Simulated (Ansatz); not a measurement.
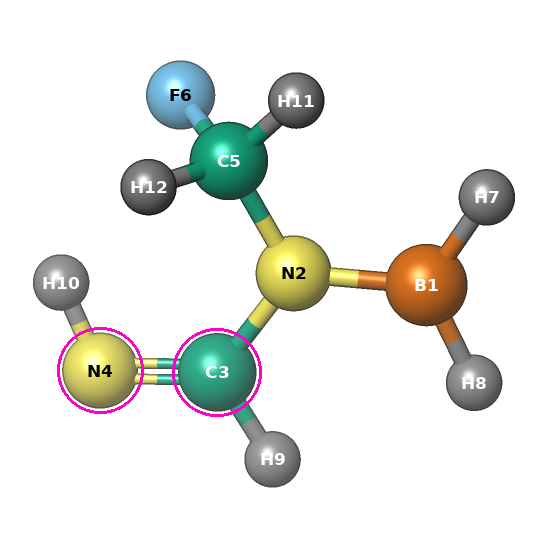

Distant atoms are faded towards the background colour. Circles mark the stereogenic atoms. The computed structure is the end point of a PBE-D4/def2-SVP optimisation. No frequency run is at hand to confirm it as a minimum.

Give the R/S and E/Z labels.

C3=N4: Z.

Give a SMILES with the stereochemistry.

[H]/N=C\N(B)CF
